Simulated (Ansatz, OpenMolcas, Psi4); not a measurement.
## BF3 (boron trifluoride): the vertical electron affinity, rung by rung

BF3 has 4 atoms, charge 0, and is taken as a singlet. SMILES: `FB(F)F`. Geometry: relaxed at PBE0-D4/def2-TZVP.

Quantity: the vertical electron affinity (to the doublet anion), in eV. The values are calculated.

The electron affinity is E(neutral) − E(anion): positive where the electron is bound.

```
                                                   level                    kind     program  value (eV)  CPU time (all runs)
                                          HF/aug-cc-pVDZ            Hartree–Fock  OpenMolcas       -1.32                 23 s
                                       SVWN5/aug-cc-pVDZ                     LDA      Ansatz       -0.66                8.5 s
                                        BLYP/aug-cc-pVDZ                     GGA      Ansatz       -0.81                 52 s
                                        TPSS/aug-cc-pVDZ                meta-GGA        Psi4       -0.88                3 min
                                        PBE0/aug-cc-pVDZ           global hybrid  OpenMolcas       -0.84                 57 s
                                       wB97X/aug-cc-pVDZ  range-separated hybrid        Psi4       -1.39              1.7 min
DSD-PBEP86/aug-cc-pVDZ (density fitting for correlation)           double hybrid        Psi4       -1.21                 52 s
                                    RPA@PBE0/aug-cc-pVDZ                     RPA      Ansatz       -0.76                 60 s
                                     BCCD(T)/aug-cc-pVDZ   coupled cluster or CI      Ansatz       -1.00              2.6 min
                                              FCI/STO-3G      exact in the basis      Ansatz      -10.11                 17 s
```

Where it was recorded, the anion's HOMO is positive in HF/aug-cc-pVDZ, SVWN5/aug-cc-pVDZ, BLYP/aug-cc-pVDZ, TPSS/aug-cc-pVDZ, PBE0/aug-cc-pVDZ, wB97X/aug-cc-pVDZ, DSD-PBEP86/aug-cc-pVDZ: a fault of the level (basis or self-interaction), which says nothing on whether the real anion is bound. The values span -10.11 to -0.66 eV. High-level rows in very small sets aren't better than simpler rows in larger ones. Negative values mean that the anion is unbound at that level; they are set by how diffuse the basis is and aren't properties of the molecule, whose anion may well be bound. CPU times are rough (shared hosts, several kinds of processor and program).

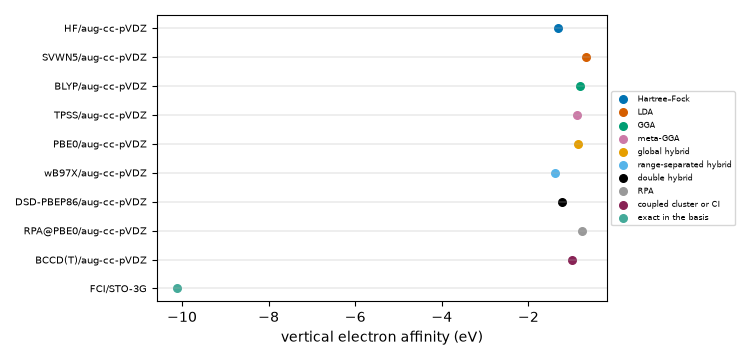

The values of the table, level by level.
